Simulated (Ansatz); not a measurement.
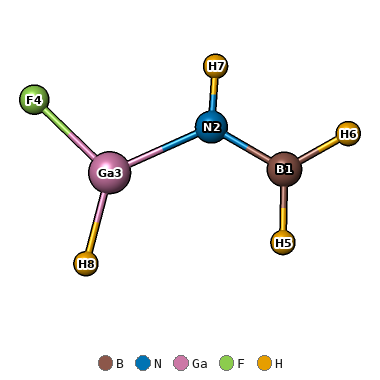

The system is BFGaH₄N, SMILES B[NH][GaH][F]; the picture shows the reference structure. First axis: dihedral H5–B1–N2–Ga3. Second axis: dihedral B1–N2–Ga3–F4. Nothing is relaxed (all other coordinates rigid). The grid has 18 × 18 points; 164 points were computed and 160 follow by symmetry. Energies: eV, counted from the lowest grid point. These are results of RHF/def2-SVP (Ansatz 0.2.0), not measurements.

Its coordinates:

```xyz
8

B     0.4889    1.3420   -0.3345
N     0.1357    0.2690    0.5003
Ga   -0.5197   -1.3555   -0.0499
F    -0.8378   -2.4259    1.2917
H     0.3657    1.2271   -1.5288
H     0.9110    2.3692    0.1281
H     0.2545    0.4086    1.4870
H    -0.7983   -1.8346   -1.4939
```

Range: dihedral H5–B1–N2–Ga3 from −180 to 160°; dihedral B1–N2–Ga3–F4 from −180 to 160°.

What landscape does the calculation give?

The lowest grid point is at dihedral H5–B1–N2–Ga3 = 0°, dihedral B1–N2–Ga3–F4 = −180°; the map holds 2 wells of about this depth. Higher local minima lie near dihedral H5–B1–N2–Ga3 = −180°, dihedral B1–N2–Ga3–F4 = 0° (0.08 eV above the lowest at that grid point); dihedral H5–B1–N2–Ga3 = 0°, dihedral B1–N2–Ga3–F4 = 0° (0.08 eV above the lowest at that grid point). The highest grid point, dihedral H5–B1–N2–Ga3 = −100°, dihedral B1–N2–Ga3–F4 = −100°, lies 1.48 eV above the lowest. On the interpolated surface the easiest way out of the lowest well to the well at dihedral H5–B1–N2–Ga3 = 0°, dihedral B1–N2–Ga3–F4 = 0° passes a barrier of about 0.28 eV. Round the minimum the two coordinates are weakly coupled (coupling 0.07 in units of the two stiffnesses).

```tsv
dihedral B1–N2–Ga3–F4 ↓, dihedral H5–B1–N2–Ga3 →	−160	−120	−80	−40	0	40	80	120	160
140	0.21	0.91	1.25	0.56	0.11	0.51	1.22	0.96	0.24
100	0.38	1.12	1.48	0.73	0.26	0.69	1.46	1.16	0.40
60	0.35	1.07	1.38	0.66	0.23	0.66	1.37	1.07	0.35
20	0.21	0.84	1.11	0.49	0.10	0.49	1.11	0.85	0.21
−20	0.21	0.85	1.11	0.49	0.10	0.49	1.11	0.84	0.21
−60	0.35	1.07	1.37	0.66	0.23	0.66	1.38	1.07	0.35
−100	0.40	1.16	1.46	0.69	0.26	0.73	1.48	1.12	0.38
−140	0.24	0.96	1.22	0.51	0.11	0.56	1.25	0.91	0.21
−180	0.11	0.79	1.07	0.41	0.00	0.41	1.07	0.79	0.11
```

The table holds every second grid line.

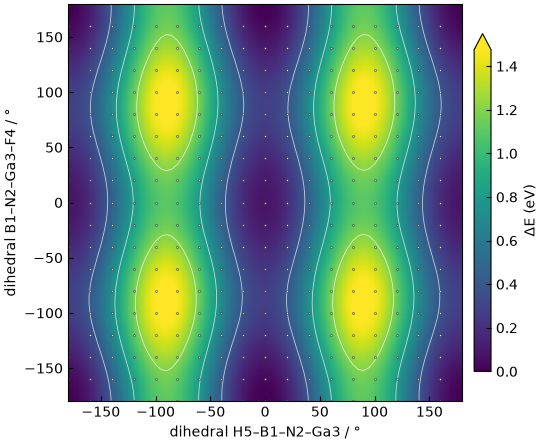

In the figure: a smooth colour map with a few white contour lines, dots at the grid points, one colour for all values above the top of the scale. Between grid points the surface is interpolated.

The whole map (164 points run) took 5.6 min on 1 thread of Arm Neoverse V1, with other jobs on the host.
